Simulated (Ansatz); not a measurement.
## AlNH2F (SMILES [NH2][Al][F]): methods side by side

AlNH2F: 5 atoms, total charge 0, spin state doublet. As SMILES, `[NH2][Al][F]`. The shape is that of a PBE0-D4/def2-TZVP optimisation. This is one conformer, not always the lowest.

```tsv
atom	x (Å)	y (Å)	z (Å)
N	-0.3847	0.4990	-0.2638
Al	0.6320	-0.2828	0.9495
F	1.2287	-1.7868	0.5900
H	-0.8043	1.4083	-0.1627
H	-0.6217	0.0886	-1.1544
```

Quantity: the energy change with the N1–H5 bond stretched from 1.009 to 2.018 Å, in eV. The values are calculated.

| level | kind | program | value (eV) | less FCI/STO-3G | CPU time (all runs) |
| --- | --- | --- | --- | --- | --- |
| U-revPBE/STO-3G | GGA | Ansatz | 4.00 | 0.00 | 4.6 s |
| U-r2SCAN/STO-3G | meta-GGA | Ansatz | 4.28 | +0.28 | 12 s |
| U-r2SCAN0/STO-3G | hybrid meta-GGA | Ansatz | 4.62 | +0.62 | 20 s |
| UB3LYP/STO-3G | global hybrid | Ansatz | 4.38 | +0.38 | 4.8 s |
| UPBE0/STO-3G | global hybrid | Ansatz | 4.62 | +0.62 | 10 s |
| UHSE06/STO-3G | range-separated hybrid | Ansatz | 4.61 | +0.61 | 12 s |
| UB2PLYP/STO-3G | double hybrid | Ansatz | 4.55 | +0.55 | 12 s |
| UCCSDT/STO-3G | coupled cluster or CI | Ansatz | 4.01 | +0.01 | 4.1 s |
| FCI/STO-3G | exact in the basis | Ansatz | 4.00 | 0.00 | 3.2 min |

FCI/STO-3G is exact within its basis and frozen core, so for wave-function methods in that basis the difference is their error; functionals converge differently with the basis, so for them it is only a difference. The first shape isn't each level's own minimum. The values span 4.00 to 4.62 eV. Spin contamination of the reference (⟨S²⟩ at least 0.1 too high) touches U-r2SCAN/STO-3G, U-r2SCAN0/STO-3G, UB3LYP/STO-3G, UPBE0/STO-3G, UHSE06/STO-3G, UB2PLYP/STO-3G, UCCSDT/STO-3G. All rows use very small basis sets, so even the best lies far from the true value. Times are those of the runs behind each value, whatever else they computed, on shared processors of several kinds: orders of magnitude only.

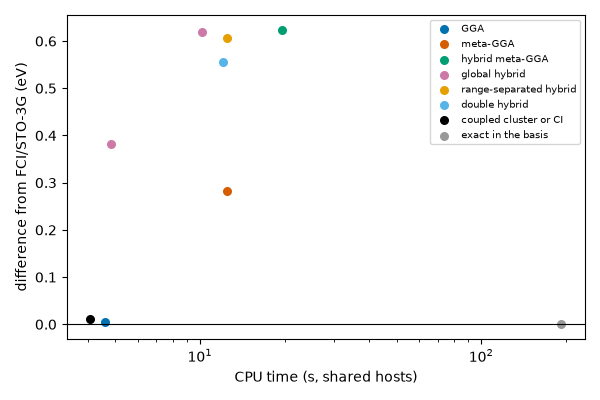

Difference from FCI/STO-3G against processor time, one point a level.
